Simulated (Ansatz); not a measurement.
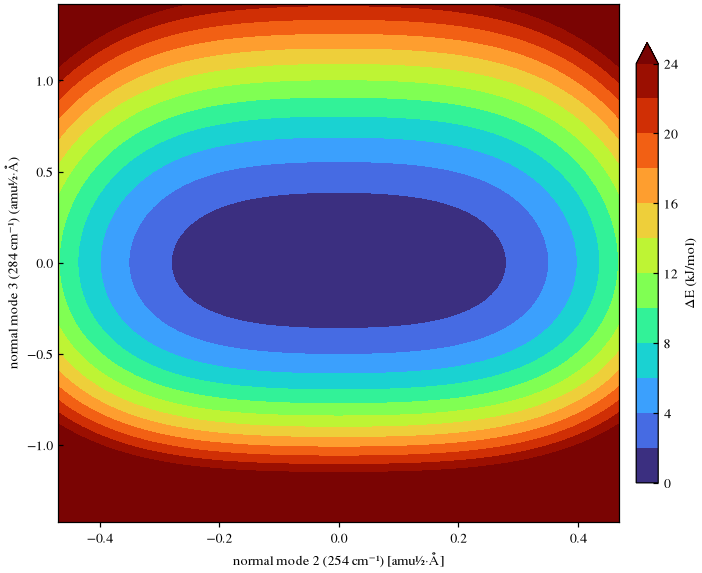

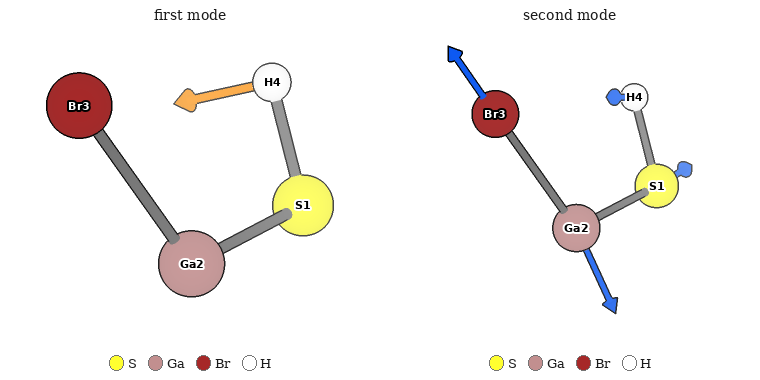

Energy landscape of BrGaHS, SMILES [SH][Ga][Br], spin multiplicity 2. The first coordinate is: normal mode 2 (254 cm⁻¹); the second: normal mode 3 (284 cm⁻¹). Nothing is relaxed (straight displacements along the two mass-weighted modes). Grid: 15 × 15 points; 120 points were computed and 105 follow by symmetry. Points are written as (first, second). All energies are given in kJ/mol relative to the lowest grid point. Method: Ansatz 0.2.0, UHF/def2-SVP.

In the figure: filled contours, one colour for all values above the top of the scale. Between grid points the surface is interpolated. The second picture is the structure at the lowest point

> Summarise what can be read from the map.

The lowest grid point is at (0.000 amu½·Å, 0.000 amu½·Å). No other kind of well shows on this grid. The highest grid point, (−0.469 amu½·Å, −1.421 amu½·Å), lies 50.1 kJ/mol above the lowest.

The values on the grid:

| normal mode 3 (284 cm⁻¹) ↓, normal mode 2 (254 cm⁻¹) → | −0.469 | −0.402 | −0.335 | −0.268 | −0.201 | −0.134 | −0.067 | 0.000 | 0.067 | 0.134 | 0.201 | 0.268 | 0.335 | 0.402 | 0.469 |
| --- | --- | --- | --- | --- | --- | --- | --- | --- | --- | --- | --- | --- | --- | --- | --- |
| 1.421 | 33.1 | 29.0 | 26.2 | 24.3 | 23.2 | 22.6 | 22.4 | 22.3 | 22.4 | 22.6 | 23.2 | 24.3 | 26.2 | 29.0 | 33.1 |
| 1.218 | 27.6 | 23.5 | 20.7 | 18.9 | 17.9 | 17.3 | 17.1 | 17.0 | 17.1 | 17.3 | 17.9 | 18.9 | 20.7 | 23.5 | 27.6 |
| 1.015 | 22.6 | 18.6 | 15.9 | 14.1 | 13.1 | 12.5 | 12.3 | 12.2 | 12.3 | 12.5 | 13.1 | 14.1 | 15.9 | 18.6 | 22.6 |
| 0.812 | 18.4 | 14.4 | 11.7 | 9.9 | 8.9 | 8.4 | 8.2 | 8.1 | 8.2 | 8.4 | 8.9 | 9.9 | 11.7 | 14.4 | 18.4 |
| 0.609 | 14.9 | 11.0 | 8.3 | 6.5 | 5.5 | 5.0 | 4.8 | 4.8 | 4.8 | 5.0 | 5.5 | 6.5 | 8.3 | 11.0 | 14.9 |
| 0.406 | 12.3 | 8.4 | 5.7 | 3.9 | 3.0 | 2.5 | 2.3 | 2.2 | 2.3 | 2.5 | 3.0 | 3.9 | 5.7 | 8.4 | 12.3 |
| 0.203 | 10.7 | 6.7 | 4.0 | 2.3 | 1.3 | 0.8 | 0.6 | 0.6 | 0.6 | 0.8 | 1.3 | 2.3 | 4.0 | 6.7 | 10.7 |
| 0.000 | 10.1 | 6.2 | 3.5 | 1.7 | 0.8 | 0.3 | 0.1 | 0.0 | 0.1 | 0.3 | 0.8 | 1.7 | 3.5 | 6.2 | 10.1 |
| −0.203 | 10.8 | 6.8 | 4.1 | 2.4 | 1.4 | 0.9 | 0.7 | 0.6 | 0.7 | 0.9 | 1.4 | 2.4 | 4.1 | 6.8 | 10.8 |
| −0.406 | 12.8 | 8.8 | 6.1 | 4.3 | 3.3 | 2.8 | 2.6 | 2.5 | 2.6 | 2.8 | 3.3 | 4.3 | 6.1 | 8.8 | 12.8 |
| −0.609 | 16.4 | 12.4 | 9.6 | 7.8 | 6.8 | 6.3 | 6.0 | 6.0 | 6.0 | 6.3 | 6.8 | 7.8 | 9.6 | 12.4 | 16.4 |
| −0.812 | 21.7 | 17.6 | 14.8 | 13.0 | 12.0 | 11.4 | 11.2 | 11.1 | 11.2 | 11.4 | 12.0 | 13.0 | 14.8 | 17.6 | 21.7 |
| −1.015 | 28.9 | 24.8 | 21.9 | 20.1 | 19.0 | 18.5 | 18.2 | 18.1 | 18.2 | 18.5 | 19.0 | 20.1 | 21.9 | 24.8 | 28.9 |
| −1.218 | 38.3 | 34.1 | 31.2 | 29.4 | 28.2 | 27.6 | 27.4 | 27.3 | 27.4 | 27.6 | 28.2 | 29.4 | 31.2 | 34.1 | 38.3 |
| −1.421 | 50.1 | 45.9 | 42.9 | 41.0 | 39.8 | 39.2 | 38.9 | 38.8 | 38.9 | 39.2 | 39.8 | 41.0 | 42.9 | 45.9 | 50.1 |

The input of one point:

```yaml
crystal:
  periodic: [false, false, false]
  atoms:
    - { symbol: S, position_ang: [-0.701623, 1.231345, -0.704116] }
    - { symbol: Ga, position_ang: [-0.750419, -0.951543, -0.21666] }
    - { symbol: Br, position_ang: [1.041011, -1.817576, 1.001643] }
    - { symbol: H, position_ang: [0.466531, 1.477574, -0.101067] }
magnetization:
  spin_polarized: true
  initial_magnetization: 1
basis:
  gaussian: { orbitals: def2-SVP }
hamiltonian:
  xc: hf
output:
  forces: true
```

The whole map (120 points run) took 15 min on 1 thread of Arm Neoverse N1 (shared host).
